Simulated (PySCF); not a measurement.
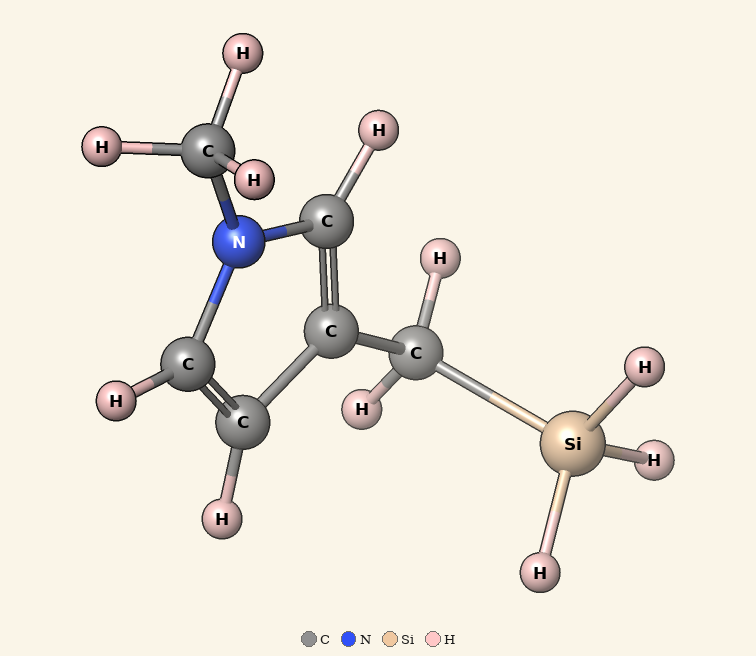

Orthographic view. Distant atoms are faded towards the background colour. Geometry: an end point of a reaction path computed with GFN2-xTB.

> Write the InChI string.

InChI=1S/C6H11NSi/c1-7-3-2-6(4-7)5-8/h2-4H,5H2,1,8H3
